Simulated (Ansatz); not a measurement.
Strength of the C–O bond: C4H8O2 → C3H5O + CH3O

Species: C4H8O2 `C=COCOC`, singlet; C3H5O `[CH2]OC=C`, doublet; CH3O `C[O]`, doublet. 

Shapes, held fixed at every level: PBE0-D4/def2-TZVP. Flexible molecules stand in one conformer, not always the lowest. Programs: Ansatz 0.2.0. Electronic energies: no zero-point or thermal term.

```
               level                    kind  ΔE (kJ/mol)  less CCSD(T)/CBS estimate
       HF/def2-TZVPP            Hartree–Fock       +246.7                     -157.3
  PBE0-D4/def2-TZVPP           global hybrid       +375.2                      -28.8
  wB97M-V/def2-TZVPP  range-separated hybrid       +391.4                      -12.6
  wB97X-V/def2-TZVPP  range-separated hybrid       +388.5                      -15.5
      MP2/def2-TZVPP     perturbation theory       +436.3                      +32.3
     CCSD/def2-TZVPP   coupled cluster or CI       +381.9                      -22.1
CCSD(T)/CBS estimate   coupled cluster or CI       +404.0                        0.0
```

The highest level, CCSD(T)/CBS estimate, gives ΔE = +404.0 kJ/mol; the levels span +246.7 to +436.3. The column of differences is taken from that level and isn't an error. Hartree–Fock misses the correlation of the pair that is broken and comes out low. No measured value is set beside it here. Open shells run unrestricted unless RO is named. The CBS estimate extrapolates MP2 from def2-TZVPP and def2-QZVPP and adds CCSD(T) − MP2 in the triple-zeta set, cores frozen.

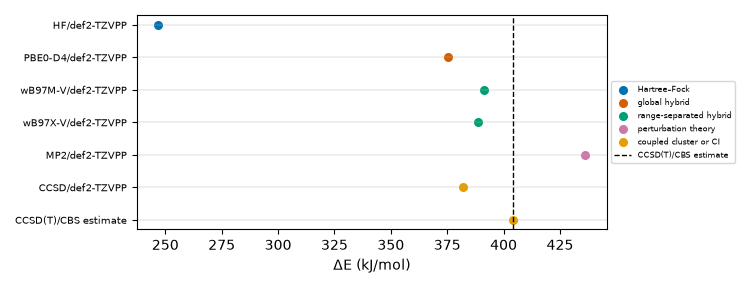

The values of the table, level by level.
